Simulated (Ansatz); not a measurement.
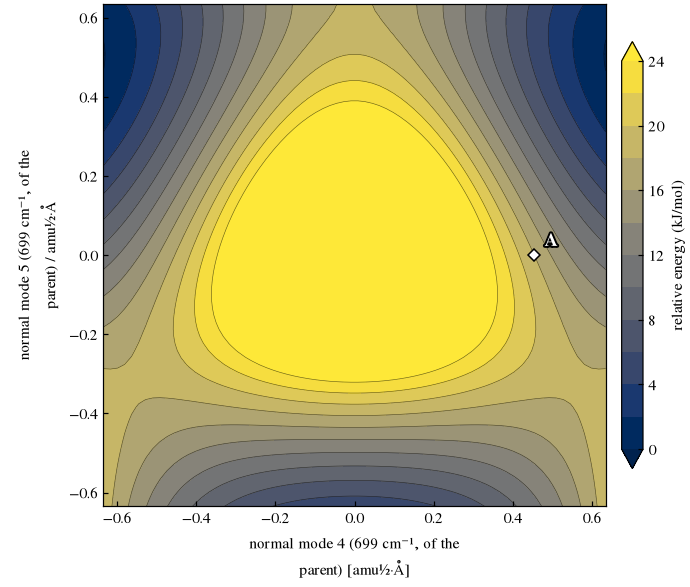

FH3Sn, charge +1, spin multiplicity 2. 
- First axis: normal mode 4 (699 cm⁻¹, of the parent). Second axis: normal mode 5 (699 cm⁻¹, of the parent).
- Nothing is relaxed (straight displacements along the two mass-weighted modes).
- Grid: 15 × 15 points; 120 points were computed and 105 follow by symmetry.
- Points are written as (first, second).
- Energies: kJ/mol, counted from the lowest grid point.
- Near the degeneracy a single determinant is a rough description.
- The calculation used UKS PBE0-D4/def2-TZVP (Ansatz 0.2.0).

The picture shows filled contours, one colour for all values above the top of the scale, the point A. Between grid points the surface is interpolated.

Is A at rest? If not, where is it pushed?

A, at (0.453 amu½·Å, 0.000 amu½·Å), is not a stationary point. The computed force is 50 kJ/mol for each amu½·Å towards larger values of the first coordinate and 23 kJ/mol for each amu½·Å towards larger values of the second coordinate.
